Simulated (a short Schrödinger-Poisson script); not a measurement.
Structure: MOS inversion layer, Si3N4 on p-type Si(100), at 300 K.

```
layer  material  thickness (nm)  Na (cm⁻³)
-----  --------  --------------  ---------
1         Si3N4             2.9          -
2            Si             410     2.8e17
```

The device is made up for the run: typed textbook-type constants, with dimensions and the other settings drawn at random. Si3N4: permittivity 7.5, conduction-band edge (eV) 1.95, gap (eV) 5.1, electron mass (mₑ) 0.5. Si: permittivity 11.7, conduction-band edge (eV) 0, gap (eV) 1.124, Nv at 300 K (cm⁻³) 3.1e19.

Channel valleys (confinement mass, in-plane density-of-states mass, number): Δ2 0.916, 0.19, 2; Δ4 0.19, 0.417, 4. At the gate the conduction-band edge of layer 1 lies 1.99 eV − eVg above the Fermi level of the channel; the field vanishes at the back. Gaps are held at their typed values at every temperature. Mesh 0.03 nm at interfaces.

From a short Schrödinger-Poisson script (our own, NumPy): 1D Poisson equation in equilibrium, electrons quantum, Hartree (BenDaniel-Duke, 12 states a valley, the channel's in-plane mass for all, wave functions free to enter the dielectric), parabolic valleys, classical holes, full ionisation, no traps, pinning or gate leakage.

Only gate voltages with over 1e8 electrons/cm² are shown.

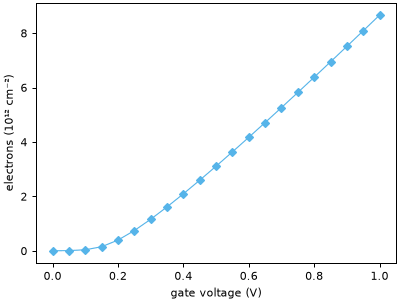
Fig. 1. Sheet density against gate voltage

```tsv
Vg (V)	electrons (cm⁻²)	C (μF/cm²)	Δ2 E0 (meV)	Δ2 E1 (meV)	Δ4 E0 (meV)	Δ4 E1 (meV)
0	1.30e9	0.164	228.9	281.1	266.9	353.7
0.1	3.74e10	0.321	141.0	195.5	180.5	270.8
0.2	3.93e11	1.04	78.5	136.5	120.3	214.3
0.3	1.16e12	1.42	48.1	110.9	93.1	190.9
0.4	2.09e12	1.59	30.0	98.0	78.4	179.6
0.5	3.11e12	1.67	17.0	89.9	68.6	173.0
0.6	4.17e12	1.73	6.7	84.4	61.2	168.7
0.7	5.26e12	1.77	-2.1	80.2	55.3	165.6
0.8	6.38e12	1.80	-9.8	77.0	50.3	163.2
0.9	7.51e12	1.83	-16.8	74.4	45.8	161.4
1	8.66e12	1.85	-23.2	72.2	41.9	160.0
```

Subbands count from the Fermi level.
